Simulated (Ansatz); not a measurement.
## Ligand exchange: CHBr3 + SnH3F → CHBr2F + SnH3Br

Gas-phase species: CHBr3 (bromoform) `BrC(Br)Br`, singlet; SnH3F `[F][SnH3]`, singlet; CHBr2F `FC(Br)Br`, singlet; SnH3Br `[Br][SnH3]`, singlet. The partners trade Br for F: C–Br and Sn–F bonds give way to C–F and Sn–Br.

Shapes, held fixed at every level: PBE0-D4/def2-TZVP. Programs: Ansatz 0.2.0. The zero-point and thermal change to 298 K, harmonic and unscaled (PBE0-D4/def2-TZVP), is +2.8 kJ/mol.

```tsv
level	kind	ΔH(298 K) (kJ/mol)	less CCSD(T)/def2-TZVPP
SPW92/def2-TZVPP	LDA	-55.2	-15.7
PBE-D4/def2-TZVPP	GGA	-44.4	-4.9
B3LYP-D4/def2-TZVPP	global hybrid	-44.4	-4.9
r2SCAN0-D4/def2-TZVPP	global hybrid	-55.9	-16.4
wB97X-V/def2-TZVPP	range-separated hybrid	-46.8	-7.3
MP2/def2-SVP	perturbation theory	-48.4	-8.9
CCSD/def2-TZVPP	coupled cluster or CI	-43.2	-3.7
CCSD(T)/def2-TZVPP	coupled cluster or CI	-39.5	0.0
```

The highest level, CCSD(T)/def2-TZVPP, gives ΔH(298 K) = -39.5 kJ/mol; the levels span -55.9 to -39.5. The column of differences is taken from that level and isn't an error. No measured value is set beside it here. For atoms past krypton def2 sets carry core potentials with scalar relativity. Relativity is left out for Br. Outer-core shells of Br, Sn are correlated, in sets that cover them unevenly. CCSD(T)/def2-TZVPP lies outside the range of the other correlated levels here, so it shouldn't be taken on trust.

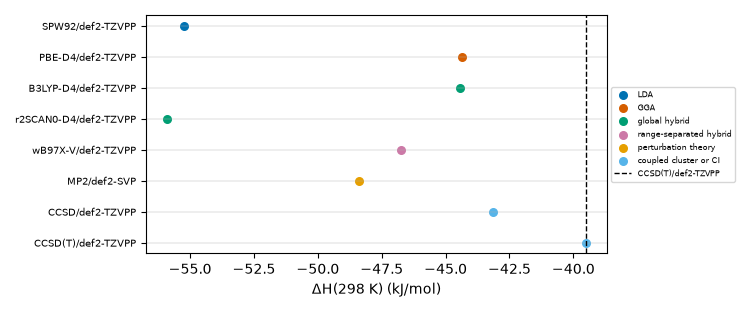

The values of the table, level by level.
